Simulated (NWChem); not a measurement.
# CH2BNO (SMILES BN=C=O) at PBE0/6-31G(d) (spherical functions)

Wanted: a structure relaxation of CH2BNO. 

The results are computed with NWChem 7.3.0.

1 further run of the same task is left out (it didn't finish).

### Step 1. Starting point

CH2BNO: 6 atoms, total charge 0, spin state singlet. SMILES: `BN=C=O`. The coordinates come from a PBE0-D4/def2-TZVP relaxation. The run starts from this shape.

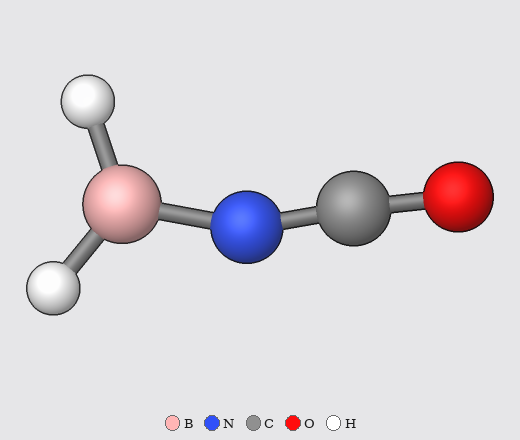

The structure, seen from a chosen angle (boron pink, nitrogen blue, carbon grey, oxygen red, hydrogen white).

### Step 2. A structure relaxation at PBE0/6-31G(d) (spherical functions)

The input, ch2bno.nw:

```
start ch2bno
title "CH2BNO"
memory stack 880 mb heap 220 mb global 1100 mb
charge 0

geometry
B       -0.470000       0.955400      -0.144700
N        0.227000      -0.197800       0.250100
C        0.668900      -1.308900       0.214400
O        1.129200      -2.375400       0.245600
H       -1.048600       0.958600      -1.190700
H       -0.464500       1.904100       0.579200
end

basis spherical bse
* library 6-31G*
end

dft
xc pbe0
grid fine
convergence energy 1e-08
iterations 100
mulliken
noprint "final vectors analysis"
end

driver
tight
maxiter 40
end

task dft optimize
```

Started as:

```console
nwchem ch2bno.nw > ch2bno.out
```

Standard output:

```text
[...]
 Group name             Cs
[...]
          Wavefunction type:  closed shell.
          No. of atoms     :     6
          No. of electrons :    28
[...]
          Charge           :     0
          Spin multiplicity:     1
[...]
          AO basis - number of functions:    60
[...]
              XC Information
              --------------
                         PBE0 Method XC Functional
                     Hartree-Fock (Exact) Exchange  0.250
          PerdewBurkeErnzerhof Exchange Functional  0.750
            Perdew 1991 LDA Correlation Functional  1.000 local
           PerdewBurkeErnz. Correlation Functional  1.000 non-local
[...]
 d= 0,ls=0.0,diis     1   -193.8244008337 -2.84D+02  1.78D-02  8.27D-01     0.3
[...]
         Total DFT energy =     -193.923974271552
[...]
  wavefunction    = closed shell
[...]
@    0    -193.92397427  0.0D+00  0.02006  0.00694  0.00000  0.00000      3.2
[...]
         Total DFT energy =     -193.924046584375
[...]
@    1    -193.92425056 -2.8D-04  0.00139  0.00055  0.00815  0.02605      7.5
[...]
@   19    -193.92434599 -3.0D-08  0.00001  0.00000  0.00078  0.00215     58.4
[...]
         Total DFT energy =     -193.924345994833
[...]
         Total DFT energy =   -193.924345994833
[...]
@   20    -193.92434599 -8.0D-10  0.00000  0.00000  0.00015  0.00035     60.6
[...]
 d= 0,ls=0.0,diis     2   -193.9243459946  1.93D-11  5.73D-07  2.59D-09    61.0
         Total DFT energy =     -193.924345994646
      One electron energy =     -439.310669172551
           Coulomb energy =      181.467073744806
    Exchange-Corr. energy =      -25.480875313650
 Nuclear repulsion energy =       89.400124746748
[...]
      Total Density - Mulliken Population Analysis
     ---------------------------------------------
    Atom       Charge   Shell Charges
 -----------   ------   -------------------------------------------------------
    1 B    5     4.90   2.00  0.59  1.43  0.44  0.37  0.07
    2 N    7     7.32   2.00  0.76  2.54  0.79  1.22  0.02
    3 C    6     5.43   2.00  0.71  1.96  0.18  0.46  0.12
    4 O    8     8.35   2.00  0.93  2.84  0.93  1.62  0.03
    5 H    1     1.00   0.51  0.49
    6 H    1     1.00   0.51  0.49
[...]
         Total DFT energy =   -193.924345994646
[...]
                         DFT ENERGY GRADIENTS
    atom               coordinates                        gradient
                 x          y          z           x          y          z
   1 B      -0.278307  -3.640095   0.000000   -0.000000   0.000001   0.000000
   2 N      -0.089895  -0.996732   0.000000   -0.000000  -0.000000   0.000000
   3 C       0.069002   1.261188   0.000000    0.000000   0.000001   0.000000
   4 O       0.225014   3.472140   0.000000    0.000000  -0.000001   0.000000
   5 H      -2.330296  -4.592363   0.000000   -0.000000  -0.000000   0.000000
   6 H       1.617903  -4.873720   0.000000    0.000001  -0.000001   0.000000
[...]
@   21    -193.92434599  1.9D-10  0.00000  0.00000  0.00001  0.00003     62.5
[...]
      Optimization converged
[...]
@   21    -193.92434599  1.9D-10  0.00000  0.00000  0.00001  0.00003     62.5
[...]
```

Run time: 63 s. Hardware: 1 thread of AMD EPYC 9R45 (Zen 5), shared host; peak memory 0.12 GiB.

The path in brief:

| step | energy from the first frame kept (eV) |
| --- | --- |
| 0 | 0.0000 |
| 1 | -0.0075 |
| 2 | -0.0076 |
| 3 | -0.0078 |
| 4 | -0.0078 |
| 5 | -0.0088 |
| 6 | -0.0096 |
| 7 | -0.0100 |
| 8 | -0.0100 |
| 9 | -0.0101 |
| 10 | -0.0101 |
| 11 | -0.0101 |
| 12 | -0.0101 |
| 13 | -0.0101 |
| 14 | -0.0101 |
| 15 | -0.0101 |
| 16 | -0.0101 |
| 17 | -0.0101 |
| 18 | -0.0101 |
| 19 | -0.0101 |
| 20 | -0.0101 |
| 21 | -0.0101 |

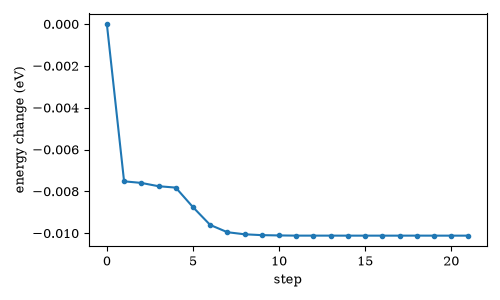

Energy along the run.

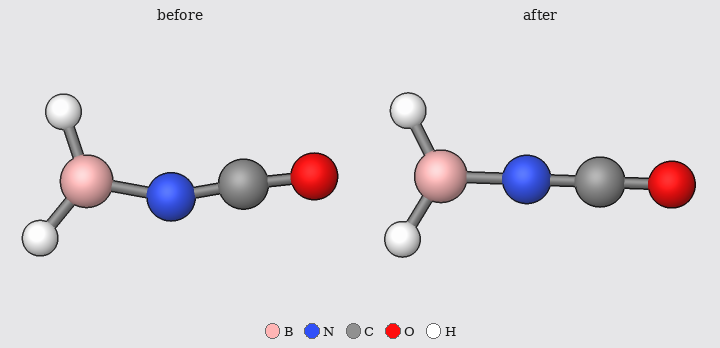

Before and after, at one scale.

After the run. Bond lengths: B1–N2 1.402 Å, N2–C3 1.198 Å, C3–O4 1.173 Å, B1–H5 1.197 Å, B1–H6 1.197 Å. Angles: B1–N2–C3 179.9°, N2–C3–O4 180.0°, N2–B1–H5 119.0°, N2–B1–H6 119.0°, H5–B1–H6 122.1°.

### Step 3. Outcome

At PBE0/6-31G* (spherical functions):

| quantity | value |
| --- | --- |
| total energy at the end | -193.92435 Eh |
| dipole moment | 1.02 D |

At the final geometry: Bond lengths: B1–N2 1.402 Å, N2–C3 1.198 Å, C3–O4 1.173 Å, B1–H5 1.197 Å, B1–H6 1.197 Å. Angles: B1–N2–C3 179.9°, N2–C3–O4 180.0°, N2–B1–H5 119.0°, N2–B1–H6 119.0°, H5–B1–H6 122.1°. The optimisation took 22 steps and changed the energy by -0.010 eV.
